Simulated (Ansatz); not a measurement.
Starting cell, Au (fcc, Cu type):

```xyz
2
Lattice="0.0000 4.1572 4.1572 2.0786 0.0000 2.0786 2.0786 2.0786 0.0000" Properties=species:S:1:pos:R:3 pbc="T T T"
Au     0.0000     0.0000     0.0000
Au     2.0786     2.0786     4.1572
```

The atoms are displaced by Q × the pattern below (from a DFPT mode at L = (0.5, 0.0, 0.0), largest move 1; Q in Å), at fixed cell. (q is in reciprocal vectors of the primitive cell; the cell shown is doubled to hold the pattern.)

```json
[
 {"atom": "Au1", "x": "-0.577", "y": "0.577", "z": "0.577"},
 {"atom": "Au2", "x": "0.577", "y": "-0.577", "z": "-0.577"}
]
```

These are PBE (plane waves to 420 eV, PAW, scalar-relativistic; Ansatz, a quantum-chemistry and plane-wave program) values and carry that method's errors. k mesh 19×19×19 (Γ-centred), Fermi-Dirac smearing 0.05 eV. E stands for the smeared free energy. With partly filled bands, energies and forces of such displacements shift with the k mesh and the smearing. Au was relaxed with its symmetry unable to fall. Spin-orbit coupling is left out, though Au is heavy. The zero of ΔE is the undisplaced structure.

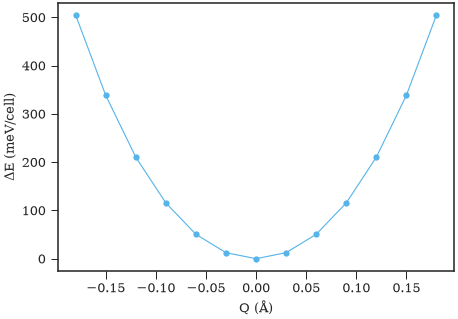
Figure: ΔE (meV/cell) against Q (Å); markers are the computed points, lines only join them.

Task: What is the energy change at Q = 0.180 Å?

Result: About 500 meV/cell.

Task: What harmonic wavenumber does the curvature at Q = 0 give?

Result: About 140 cm⁻¹.

(For displaced atoms, the force is minus the slope of the energy, and its curvature is a force constant, which sets phonon frequencies.)
